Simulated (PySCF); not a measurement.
SMILES CO[Si](C)(O)C (C3H10O2Si) at its GFN2-xTB optimised geometry (Å):

```
16

C     -1.6418     1.0464    -0.2074
O     -0.3845     0.4675     0.0000
Si     0.0051    -1.1086     0.0000
C     -0.6956    -2.0511     1.5045
C      1.8986    -1.1086     0.0000
O     -0.6318    -1.7423    -1.3750
H     -2.2957     0.8624     0.6486
H     -1.4981     2.1208    -0.3270
H     -2.1109     0.6387    -1.1041
H     -0.4378    -1.5551     2.4349
H     -0.3117    -3.0653     1.5641
H     -1.7800    -2.1173     1.4599
H      2.2957    -0.5534     0.8415
H      2.2852    -2.1208     0.0633
H      2.2926    -0.6591    -0.9054
H     -0.4881    -2.6553    -1.6049
```

Level of theory: B3LYP/def2-TZVP run with PySCF. Cells within 0.4 Å of a nucleus heavier than hydrogen are left out (blank, or x).

Map of the electrostatic potential (hartree/e), clipped to [-0.08, 0.12] on the plane z = 0.0 Å:

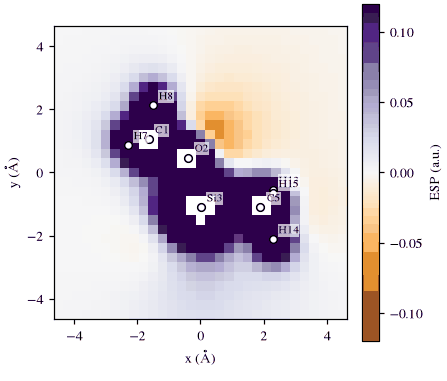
Fig. 1. Electrostatic potential (hartree/e), clipped to [-0.08, 0.12] on the plane z = 0.0 Å.
